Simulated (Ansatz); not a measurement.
# Response to strain in MoSi2

The reference is MoSi$_{2}$ (space group I4/mmm, No. 139; a = 3.174 Å, c = 7.779 Å; relaxed with 0.1 eV smearing). Axes: x, y, z lie along a, b, c of the conventional cell.

Strains are applied to the cell and any free atomic positions relax.

The values are results of Ansatz (a program for electronic structure) LDA, no spin-orbit coupling, not measurements.

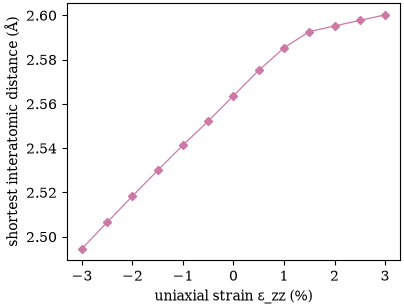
Shortest interatomic distance against uniaxial strain ε_zz

### Question
From the plot, what is the shortest interatomic distance for uniaxial strain ε_zz = +2.00 %?

### Answer
About 2.595 Å.

### Question
Is the trend monotonic over the range shown?

### Answer
Yes, it rises throughout, spanning 2.495 Å to 2.600 Å.

Whether these cells are dynamically stable was not tested. All final runs are without spin polarisation.
